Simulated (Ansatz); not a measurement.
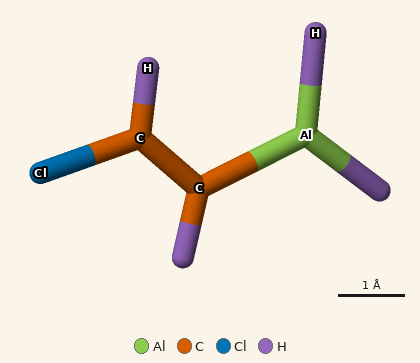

*The structure (stick view, seen at a tilt). Sticks mark near contacts.*

Run report: C2H4AlCl, phonon calculation

System: C2H4AlCl.
Method: RKS PBE0-D4/def2-TZVP (Ansatz 0.2.0).

The geometry comes from this level: PBE0-D4/def2-TZVP. Figures and captions count atoms from 1; the log counts them from 0 in places.

### Input file
```yaml
crystal:
  periodic: [false, false, false]
  atoms:
    - {symbol: Al, position_ang: [-0.144687, 1.525706, -0.223513]}
    - {symbol: C, position_ang: [0.369555, -0.323842, -0.469180]}
    - {symbol: C, position_ang: [-0.042328, -1.206568, 0.436192]}
    - {symbol: Cl, position_ang: [0.311075, -2.898343, 0.393736]}
    - {symbol: H, position_ang: [0.301924, 2.644002, -1.252766]}
    - {symbol: H, position_ang: [-1.028479, 1.854083, 1.052431]}
    - {symbol: H, position_ang: [0.972052, -0.697676, -1.294342]}
    - {symbol: H, position_ang: [-0.647113, -0.954460, 1.301543]}
basis:
  gaussian: {orbitals: def2-TZVP}
hamiltonian: {xc: pbe0, dispersion: d4}
phonons: {temperatures: {t_min: 298.15, t_max: 900, t_step: 200}}
```

Machine: 2 threads of Arm Neoverse V2, 23 GiB of memory available, shared host.

Launch command:
```bash
ansatz run in.yaml --threads 2 --pin off --events-out ev --progress --plain --max-ram 4352MiB
```

### The program's output
```
Functional definition: PBE0
  name "PBE0"
  cite "Adamo & Barone, J. Chem. Phys. 110, 6158 (1999) doi:10.1063/1.478522"
  cite "Perdew, Burke & Ernzerhof, Phys. Rev. Lett. 77, 3865 (1996) doi:10.1103/PhysRevLett.77.3865"
  parent pbe
  parameter a = 0.25
  parameter kappa = 0.804
  parameter beta = 0.06672455060314922
  exchange = (1 - a)*pbe_x(kappa = kappa, mu = beta*pi^2/3) + a*exact_x
  correlation = pbe_c(beta = beta)
1083 factors; their error is unknown
mean field evaluation 1: about -21242.1158 eV, gradient 5.4e1 eV
mean field evaluation 2: about -21234.3539 eV, gradient 7.2e1 eV
mean field evaluation 4: about -21249.1157 eV, gradient 2.5e0 eV
mean field evaluation 8: about -21249.1733 eV, gradient 3.2e-1 eV
mean field evaluation 16: about -21249.1734 eV, gradient 3.4e-5 eV
mean field -21249.17343117 eV, -780.8927203885 hartree, gradient 3.4e-5 eV, S^2 0.000000; 0 other end points of the search recorded, 0 dependent functions left out
the calculation of the forces begins
reference -21249.17346503 eV, -780.8927216328 hartree; 23, 23 occupied and 137, 137 virtual orbitals, 1083 factors
these checks for a lower state are left out or cut short: stability, starts, cluster_reference, orbital_swaps, neighbouring_geometries, increment
1083 factors; their error is unknown
mean field -21249.17339215 eV, -780.8927189543 hartree, gradient 2.4e-6 eV, S^2 0.000000; 0 other end points of the search recorded, 0 dependent functions left out
[... from here on the field's lines of each further geometry are left out, up to the last ...]
the calculation of the forces begins
reference -21249.17339419 eV, -780.8927190293 hartree; 23, 23 occupied and 137, 137 virtual orbitals, 1083 factors
these checks for a lower state are left out or cut short: stability, starts, cluster_reference, orbital_swaps, neighbouring_geometries, increment
1083 factors; their error is unknown
mean field evaluation 352: about -21249.1734 eV, gradient 2.4e-6 eV
mean field -21249.17335589 eV, -780.8927176221 hartree, gradient 2.4e-6 eV, S^2 0.000000; 0 other end points of the search recorded, 0 dependent functions left out
the calculation of the forces begins
reference -21249.17338975 eV, -780.8927188664 hartree; 23, 23 occupied and 137, 137 virtual orbitals, 1083 factors
Total energy: -21249.31170466 eV, -780.8978018456 hartree
Atom 0 at    -0.144687     1.525706    -0.223513 Å, force    -0.000812     0.000598     0.001255 eV/Å
Atom 1 at     0.369555    -0.323842    -0.469180 Å, force    -0.000132    -0.001900     0.000630 eV/Å
Atom 2 at    -0.042328    -1.206568     0.436192 Å, force     0.000828     0.001860    -0.001151 eV/Å
Atom 3 at     0.311075    -2.898343     0.393736 Å, force    -0.000152    -0.000191     0.000130 eV/Å
Atom 4 at     0.301924     2.644002    -1.252766 Å, force     0.000181    -0.000212    -0.000343 eV/Å
Atom 5 at    -1.028479     1.854083     1.052431 Å, force     0.000239    -0.000503    -0.000225 eV/Å
Atom 6 at     0.972052    -0.697676    -1.294342 Å, force     0.000353     0.000062    -0.000620 eV/Å
Atom 7 at    -0.647113    -0.954460     1.301543 Å, force    -0.000504     0.000287     0.000323 eV/Å
Dipole moment:    -0.015836     0.132997    -0.015274 e Å
Vibrations: 123.62 142.49 222.40 328.23 499.60 602.72 727.04 781.27 796.30 796.76 1005.42 1165.88 1322.30 1600.30 1924.14 1937.94 3159.00 3187.56 cm⁻¹, zero-point energy 1.259864 eV
```

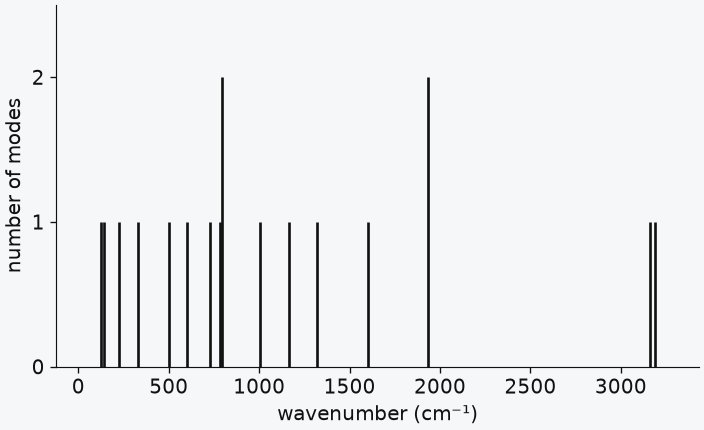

*Harmonic vibrational wavenumbers from the force constants; neighbouring modes closer than 14 cm⁻¹ are counted in one stick.*

18 modes from 124 to 3188 cm⁻¹, none imaginary.

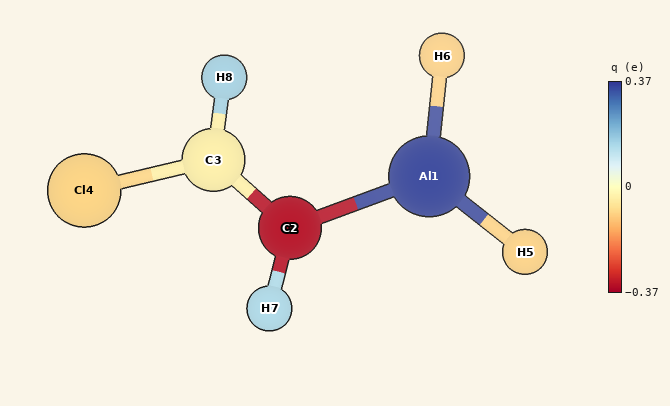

*Mulliken charges, as the colour of each atom (ball-and-stick view, seen on its broad side; atoms are numbered from 1 in the order of the input).*

By element: Al +0.35, C −0.34 to −0.03, Cl −0.09 and H −0.10 to +0.16 e.

### Summary

```json
{"quantity": "outcome", "value": "converged"}
{"quantity": "total energy", "value": "−21249.3117 eV"}
{"quantity": "mean-field energy", "value": "−21249.1735 eV"}
{"quantity": "dispersion energy", "value": "−0.1382 eV"}
{"quantity": "largest force (length of the vector)", "value": "0.002 eV/Å"}
{"quantity": "dipole moment", "value": "0.65 D"}
{"quantity": "wall time", "value": "97 s (CPU time 3.1 min)"}
{"quantity": "peak memory", "value": "0.34 GiB"}
```
